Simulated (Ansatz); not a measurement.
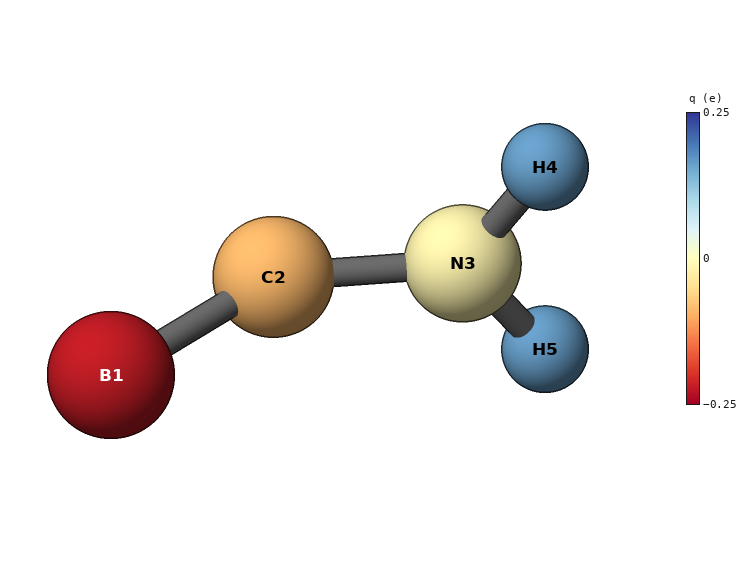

Atoms are coloured by their Mulliken charges. The computed structure is the end point of a PBE-D4/def2-SVP optimisation. No frequency run is at hand to confirm it as a minimum. Properties computed with RKS PBE-D4/def2-SVP (Ansatz 0.2.0).

Give the Mulliken charges atom by atom.

```tsv
atom	value (e)
B1	−0.22
C2	−0.09
N3	−0.02
H4	0.16
H5	0.16
```

Mulliken values depend strongly on the basis set and can even reverse the polarity of a bond.
